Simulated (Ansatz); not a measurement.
```xyz
6

F    -1.1474    1.5956   -1.0135
Ge   -0.4908    0.2314   -0.1522
N    -1.8280   -0.1369    0.9887
S     1.2899   -0.6898   -0.5285
H    -2.5276    0.5754    1.1613
H    -1.6401   -0.7406    1.7795
```

Geometry: B3LYP/6-31G*.

Method: isolated molecule in a Gaussian basis; Kohn-Sham density functional theory, functional PBE0 in Ansatz 0.2.0.

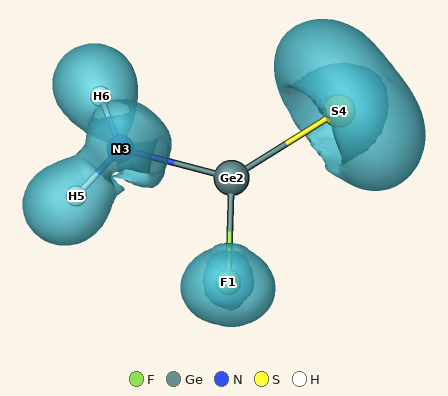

FGeH₂NS (SMILES [NH2][Ge]([F])=[S]). Isosurface of the electron localisation function at 0.8 (cyan), seen at a tilt. Core shells and regions of very low density are left out.

Identify the bonds, lone pairs and shells in this picture.

At this value the surface marks out one ring or bowl of non-bonding electrons around S, one region wrapped around F (its valence shell) and one joined region spread over several atoms (H, N), in which their bonds and any lone pairs are merged. Along the contacts the grid gives the following. Ge–F (1.74 Å): the ELF peaks at about 0.80 in the valence shell of F, 0.5 Å from its nucleus, and is about 0.25 at the midpoint. Ge–N (1.80 Å): the ELF peaks at about 0.85 in the valence shell of N, 0.6 Å from its nucleus, and is about 0.45 at the midpoint.
